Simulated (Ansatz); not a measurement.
# doublet [Si2H3F3]+ at 6 levels

We compute a comparison of 6 runs (UB3LYP/cc-pVDZ, UBHLYP/cc-pVDZ, UBLYP/cc-pVDZ, USVWN5/cc-pVDZ, RPA@PBE0/cc-pVDZ, UCCSD/cc-pVDZ) of doublet [Si2H3F3]+. 

The calculation is run with Ansatz 0.2.0.

48 further runs of the same task are left out: 4 that didn't finish, 44 set aside as unsound or not needed.

**1. The structure to begin with**

The species is [Si2H3F3]+ (8 atoms), meant as a doublet with charge +1. SMILES of the parent species: `F[Si](F)(F)[SiH3]`. The coordinates come from a PBE0-D4/def2-TZVP relaxation. That shape belongs to the parent species and isn't relaxed for this state.

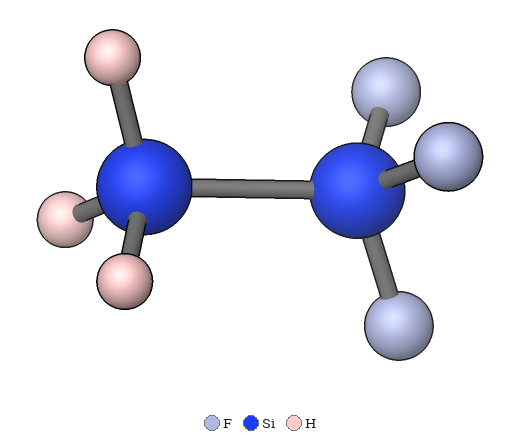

Viewed from a chosen angle; fluorine light blue, silicon blue, hydrogen pink.

**2. The energy at UB3LYP/cc-pVDZ (run 1)**

File run.yaml:

```yaml
crystal:
  periodic: [false, false, false]
  atoms:
    - symbol: F
      position_ang: [1.310500, -1.060500, 1.504800]
    - symbol: Si
      position_ang: [0.534400, -0.990500, 0.128500]
    - symbol: F
      position_ang: [-0.479300, -2.204500, 0.107900]
    - symbol: F
      position_ang: [1.595600, -1.255900, -1.013900]
    - symbol: Si
      position_ang: [-0.550700, 1.050400, -0.152600]
    - symbol: H
      position_ang: [-1.525600, 1.227900, 0.951900]
    - symbol: H
      position_ang: [0.460600, 2.135800, -0.122800]
    - symbol: H
      position_ang: [-1.253300, 1.040400, -1.459500]
basis:
  gaussian: {orbitals: cc-pVDZ}
total_charge: 1
magnetization: {spin_polarized: true, initial_magnetization: 1}
hamiltonian: {xc: {name: B3LYP}}
accuracy: high
output: {orbitals: {seedname: orbitals}}
```

On the command line:

```console
$ ansatz run run.yaml --threads 1 --pin off --max-ram 3480MiB --events-out events.jsonl --progress --plain --runs-dir runs
```

Standard output:

```text
Warning: RAYON_NUM_THREADS=1 ignored (pool sized by the plan → 1); use --threads N
Functional definition: B3LYP
  name "B3LYP"
  parameter a0 = 0.2
  parameter ax = 0.72
  parameter ac = 0.81
  exchange = (1 - a0 - ax)*slater_x + ax*b88_x + a0*exact_x
  correlation = (1 - ac)*vwn_rpa_c + ac*lyp_c
2061 factors; integrals over basis functions are off by at most 4.6e-9 eV
mean field evaluation 1: about -23937.4914 eV, gradient 6.0e1 eV
mean field evaluation 2: about -23893.4448 eV, gradient 1.3e2 eV
mean field evaluation 4: about -23948.4801 eV, gradient 3.0e0 eV
mean field evaluation 8: about -23948.6732 eV, gradient 2.3e-1 eV
mean field evaluation 16: about -23948.6736 eV, gradient 2.0e-4 eV
mean field evaluation 32: about -23948.6736 eV, gradient 1.9e-8 eV
mean field -23948.67360885 eV, -880.0975221314 hartree, gradient 1.9e-8 eV, S^2 0.752406; 2 other end points of the search recorded, 0 dependent functions left out
reference -23948.67365006 eV, -880.0975236456 hartree; 29, 28 occupied and 64, 65 virtual orbitals, 2061 factors
Total energy: -23948.67365006 eV, -880.0975236456 hartree
```

It took 19 s on 1 thread of Arm Neoverse V2, shared host; peak memory 0.5 GiB.

**3. The energy at UBHLYP/cc-pVDZ (run 2)**

File in.yaml:

```yaml
crystal:
  periodic: [false, false, false]
  atoms:
    - {symbol: F, position_ang: [1.310500, -1.060500, 1.504800]}
    - {symbol: Si, position_ang: [0.534400, -0.990500, 0.128500]}
    - {symbol: F, position_ang: [-0.479300, -2.204500, 0.107900]}
    - {symbol: F, position_ang: [1.595600, -1.255900, -1.013900]}
    - {symbol: Si, position_ang: [-0.550700, 1.050400, -0.152600]}
    - {symbol: H, position_ang: [-1.525600, 1.227900, 0.951900]}
    - {symbol: H, position_ang: [0.460600, 2.135800, -0.122800]}
    - {symbol: H, position_ang: [-1.253300, 1.040400, -1.459500]}
basis:
  gaussian:
    orbitals: cc-pVDZ
total_charge: 1
magnetization:
  spin_polarized: true
  initial_magnetization: 1
hamiltonian:
  xc: {name: BHLYP}
accuracy: high
output: {orbitals: {seedname: orbitals}}
```

On the command line:

```console
$ ansatz run in.yaml --threads 1 --pin off --max-ram 3480MiB --events-out events.jsonl --progress --plain --runs-dir runs
```

Standard output:

```text
Warning: RAYON_NUM_THREADS=1 ignored (pool sized by the plan → 1); use --threads N
Functional definition: BHLYP
  name "BHLYP"
  parameter a = 0.5
  exchange = (1 - a)*b88_x + a*exact_x
  correlation = lyp_c
2061 factors; integrals over basis functions are off by at most 4.6e-9 eV
mean field evaluation 1: about -23935.7951 eV, gradient 5.2e1 eV
mean field evaluation 2: about -23929.3899 eV, gradient 7.0e1 eV
mean field evaluation 4: about -23944.5236 eV, gradient 6.5e-1 eV
mean field evaluation 8: about -23944.5825 eV, gradient 3.6e-2 eV
mean field evaluation 16: about -23944.5825 eV, gradient 7.4e-4 eV
mean field evaluation 32: about -23944.5825 eV, gradient 3.2e-8 eV
mean field -23944.58248758 eV, -879.9471761975 hartree, gradient 3.2e-8 eV, S^2 0.755050; 2 other end points of the search recorded, 0 dependent functions left out
reference -23944.58251545 eV, -879.9471772220 hartree; 29, 28 occupied and 64, 65 virtual orbitals, 2061 factors
Total energy: -23944.58251545 eV, -879.9471772220 hartree
```

Wall time 21 s (1 thread of Arm Neoverse V2, shared host); peak memory 0.5 GiB.

Runs 3 to 5 aren't shown in full; the table further down has their settings and results.

**4. A single-point energy at UCCSD/cc-pVDZ (run 6)**

File in.yaml:

```yaml
crystal:
  periodic: [false, false, false]
  atoms:
    - symbol: F
      position_ang: [1.310500, -1.060500, 1.504800]
    - symbol: Si
      position_ang: [0.534400, -0.990500, 0.128500]
    - symbol: F
      position_ang: [-0.479300, -2.204500, 0.107900]
    - symbol: F
      position_ang: [1.595600, -1.255900, -1.013900]
    - symbol: Si
      position_ang: [-0.550700, 1.050400, -0.152600]
    - symbol: H
      position_ang: [-1.525600, 1.227900, 0.951900]
    - symbol: H
      position_ang: [0.460600, 2.135800, -0.122800]
    - symbol: H
      position_ang: [-1.253300, 1.040400, -1.459500]
basis:
  gaussian: {orbitals: cc-pVDZ}
correlation: {method: ccsd, frozen_orbitals: {F: 1, H: 0, Si: 5}}
magnetization: {spin_polarized: true, initial_magnetization: 1}
scf: {omitted_lower_state_checks: [cluster_reference, increment]}
total_charge: 1
accuracy: high
```

On the command line:

```console
$ ansatz run in.yaml --threads 1 --pin off --max-ram 3480MiB --events-out events.jsonl --progress --plain --runs-dir runs
```

Standard output:

```text
Warning: RAYON_NUM_THREADS=1 ignored (pool sized by the plan → 1); use --threads N
[... 13 lines left out ...]
13 core orbitals not correlated: weight in the atoms' cores, before any rotation towards them, 1.000 or more for the frozen orbitals, at most 0.000 for the correlated occupied ones
[... 28 lines left out ...]
Total energy: -23904.21026915 eV, -878.4635245355 hartree
Checks for a lower state left out: cluster_reference, increment
```

It took 87 s on 1 thread of Arm Neoverse V2, shared host; peak memory 1.2 GiB.

**5. The series**

```tsv
run	level	frozen core orbitals	energy (Eh)	HOMO energy (eV)	LUMO energy (eV)	⟨S²⟩	wall time
1	UB3LYP/cc-pVDZ	–	-880.097524	-16.34	-14.03	0.752	19 s
2	UBHLYP/cc-pVDZ	–	-879.947177	-17.94	-13.15	0.755	21 s
3	UBLYP/cc-pVDZ	–	-880.035481	-14.98	-14.23	0.751	15 s
4	USVWN5/cc-pVDZ	–	-875.834246	-15.12	-14.58	0.751	8.7 s
5	RPA@PBE0/cc-pVDZ	13	-878.712777	–	–	0.753	30 s
6	UCCSD/cc-pVDZ	13	-878.463525	–	–	0.758	87 s
```

**6. Outcome**

| quantity | value |
| --- | --- |
| run 6: total energy | -878.46352 Eh |
| run 6: correlation energy (13 core orbitals frozen) | -775.1 mEh |
| run 6: ⟨S²⟩ of the reference determinant | 0.758 |
| run 6: T1 diagnostic | 0.019 |

Totals of different functionals can't be ranked against each other. All runs together took 3 min, the longest 87 s.
